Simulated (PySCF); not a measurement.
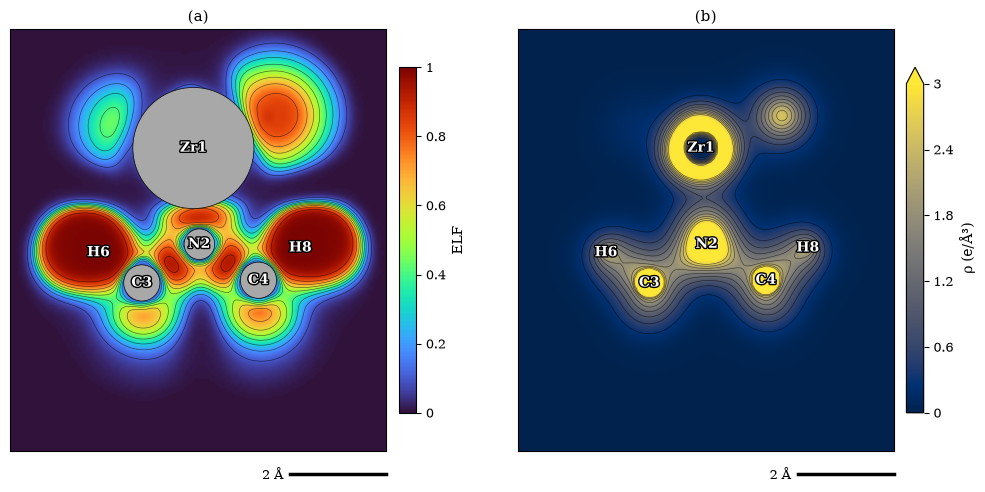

Figure. C2H6F3NZr. (a) ELF; (b) electron density on the plane of atoms Zr1, N2 and C3. Grey discs cover the atomic cores in the ELF map.

Geometry: PBE0-D3(BJ)/def2-SVP; core potentials replace the inner electrons of Zr.

All numbers below come from wB97X-D/def2-SVPD, SCF density, gas phase, scalar-relativistic core potentials on the heavy atoms (PySCF).

```
atom    x (Å)    y (Å)    z (Å)
  Zr   0.0368   0.0480  -1.8332
   N  -0.0078   0.0491   0.1714
   C   1.0876  -0.5136   0.9264
   C  -1.1209   0.4987   0.9723
   H   1.5166   0.2216   1.6333
   H   1.9056  -0.8323   0.2576
   H   0.7726  -1.3998   1.5096
   H  -1.9209   0.9101   0.3357
   H  -1.5577  -0.3270   1.5661
   H  -0.8196   1.2950   1.6793
   F   1.8452   0.3858  -2.3590
   F  -1.2496   1.3260  -2.4352
   F  -0.4573  -1.7137  -2.4021
```

Question: Read the bonding off the picture.

Answer: The section cuts through Zr, N, C and H sites. C–N (1.44 Å): ρ at the midpoint is about 1.9 e/Å³; the ELF peaks at about 0.95 between the atoms (a covalent bond). Zr–N (2.01 Å): ρ at the midpoint is about 0.91 e/Å³; the ELF peaks at about 0.90 in the valence shell of N, 0.6 Å from its nucleus, and drops to about 0.30 between the two atoms. C–Zr (3.01 Å): ρ at the midpoint is about 0.54 e/Å³; the ELF is about 0.60 at the midpoint. C–H (1.10 Å): ρ is about 1.9 e/Å³ halfway; the ELF climbs to about 1 towards the hydrogen, as it does in any bond to H (a covalent bond by its length).
